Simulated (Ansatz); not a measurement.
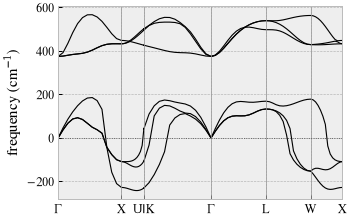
Figure. Phonon dispersion of NbN (rock salt, Fm-3m), PBE (plane waves, PAW; program Ansatz); imaginary frequencies are drawn negative

Is this phase dynamically stable?

No: a branch reaches about 240i cm⁻¹ near U.

How high does the spectrum reach?

About 570 cm⁻¹ (17.0 THz).

Symmetry was held in the PBE relaxation. At this level the phase is dynamically unstable (imaginary phonons). No spin polarisation was allowed. As this level gives no gap, phonon frequencies hold no LO–TO term and depend on the k-mesh and smearing (Fermi–Dirac, 0.1 eV here).

Potentials: the later of the program's two PAW sets.
